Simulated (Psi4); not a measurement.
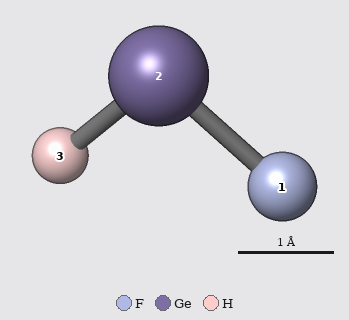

**Figure 1.** The input geometry (ball-and-stick view, seen at a tilt; atoms are numbered from 1 in the order of the input). Sticks mark near contacts. Bond lengths as drawn: F–Ge 1.76 Å and Ge–H 1.61 Å.

## GeHF: field calculation

- system: GeHF, multiplicity 2, SMILES [F][GeH]
- method: VSXC/DZVP, RKS, in an applied electric field (Psi4 1.11)

The geometry comes from this level: PBE0-D4/def2-TZVP.

The input (run.py):
```python
import psi4

psi4.set_memory('1600 MB')
psi4.set_num_threads(1)
psi4.set_output_file('fgeh.out', False)

with open('fgeh.xyz') as f:
    atoms = ''.join(f.readlines()[2:])
geom = psi4.geometry('0 2\n' + atoms + 'symmetry c1\nno_reorient\nno_com')

psi4.set_options(dict(basis='DZVP', scf_type='direct', perturb_h=True, perturb_with='dipole', perturb_dipole=[0.0, 0.0, -0.005]))

E, wfn = psi4.energy("vsxc", molecule=geom, return_wfn=True)
print('E =', round(E, 9))
```

File fgeh.xyz:
```
3
FGeH
F      0.672100     1.012600     0.469700
Ge    -0.657900     0.195200    -0.335600
H     -0.025200    -1.272700    -0.147400
```

Launched with:
```bash
python run.py
```

The program's output:
```
-----------------------------------------------------------------------
                               Psi4 1.11 release

    h
    h
    h

    -----------------------------------------------------------------------

    Memory:     1.5 GiB
    Threads:    1
                ecpint, einsums, f̶o̶r̶t̶e̶, gauxc, gcp, g̶d̶m̶a̶, geometric, g̶p̶u̶_̶d̶f̶c̶c̶,
                i̶n̶t̶e̶g̶r̶a̶t̶o̶r̶x̶x̶, i̶p̶i̶, libefp, m̶d̶i̶, m̶p̶2̶d̶, m̶r̶c̶c̶, ooo,
                o̶p̶e̶n̶f̶e̶r̶m̶i̶o̶n̶p̶s̶i̶4̶, pcmsolver, p̶s̶i̶4̶f̶o̶c̶k̶c̶i̶, p̶s̶i̶x̶a̶s̶,
                p̶y̶e̶i̶n̶s̶u̶m̶s̶, r̶e̶s̶p̶, s̶i̶m̶i̶n̶t̶, s̶n̶s̶m̶p̶2̶,
                v̶2̶r̶d̶m̶_̶c̶a̶s̶s̶c̶f̶
```

Standard output:
```
Traceback (most recent call last):
  [frames left out]
qcelemental.exceptions.ValidationError: Inconsistent or unspecified chg/mult: sys chg: None, frag chg: [0.0], sys mult: None, frag mult: [2]
```

What the run reported:

| quantity | value |
| --- | --- |
| outcome | refused by the program |
| hardware | 1 thread of Intel Xeon (Sapphire Rapids), 64 GiB of memory available, shared host |

Diagnosis:

Some settings of this run were drawn to be unusual or wrong (multiplicity set to 2 (from 1)). The program refused the input: “qcelemental.exceptions.ValidationError: Inconsistent or unspecified chg/mult: sys chg: None, frag chg: [0.0], sys mult: None, frag mult: [2]”
